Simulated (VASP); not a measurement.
Band structure of GaAs (zinc blende). Level of theory: vdW-DF-cx, VASP's PBE PAW potentials (set 64) (plane waves; VASP).

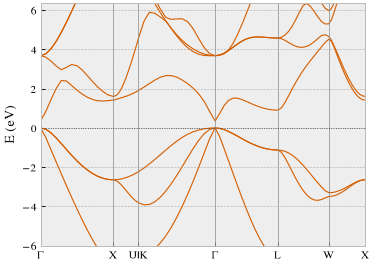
Figure. Bands along high-symmetry lines, zero at the valence-band maximum or, without a gap, the Fermi level

**Question.** Read the plot: is there a gap, and where are the band edges?

**Answer.** The gap is direct, 0.35 eV, from the valence maximum at Γ to the conduction minimum at Γ. (Edges off the drawn lines would not show.)

Measured: gap 1.57 eV (computed value off by -1.22 eV), as given by Wei Chen et al., Physical Review Materials (2018), doi:10.1103/physrevmaterials.2.073803 [zero-point renormalisation of 0.05 eV added back (the table's ZPR column)].

The compound is GaAs in the zinc blende structure. It was relaxed first.
